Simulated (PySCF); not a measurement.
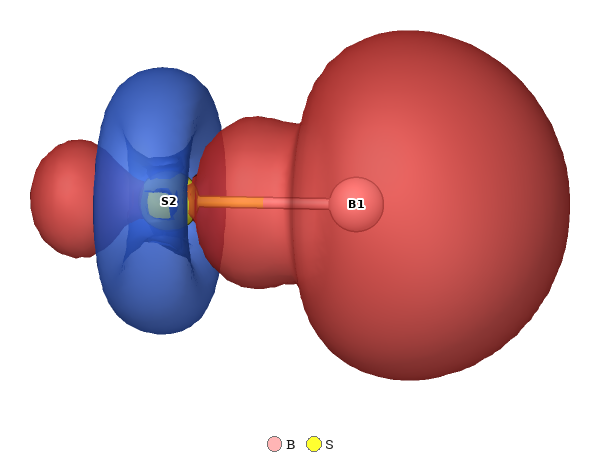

Figure. BS (doublet). Isosurfaces of the spin density (α minus β) at +0.015 (red) and −0.015 e/Å³ (blue), seen from one side.

These are results of PBE0/def2-SVP, non-relativistic Hamiltonian with scalar-relativistic core potentials where named, at a bond length of 1.616 Å (PySCF 2.14.0), not measurements.

### Where is the unpaired spin?

The unpaired spin (1 electron) lies mostly on B1 (about 1.0), in electrons by Hirshfeld's partition.
